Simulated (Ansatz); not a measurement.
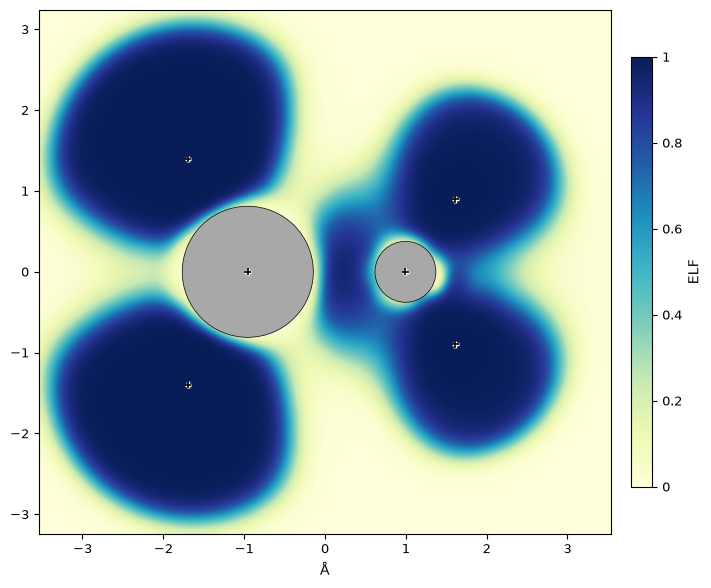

The ELF on a plane through atoms (crosses mark nuclei in the plane; grey discs cover the cores).

The calculation used isolated molecule in a Gaussian basis; Kohn-Sham density functional theory, functional PBE0 (Ansatz).

Candidates:
A. BF2H (SMILES FBF)
B. CH4AlF
C. C5H12 (SMILES CC(C)(C)C)

Which system is this?

Answer. Candidate B: CH4AlF on the plane of atoms Al2, C1 and H4, which holds C, Al and H. C–Al (1.95 Å): the ELF peaks at about 0.95 between the atoms, as expected for a shared but strongly polarised pair. C–H (1.09 Å): the ELF climbs to about 1 towards the hydrogen, as it does in any bond to H: a covalent bond by its length.
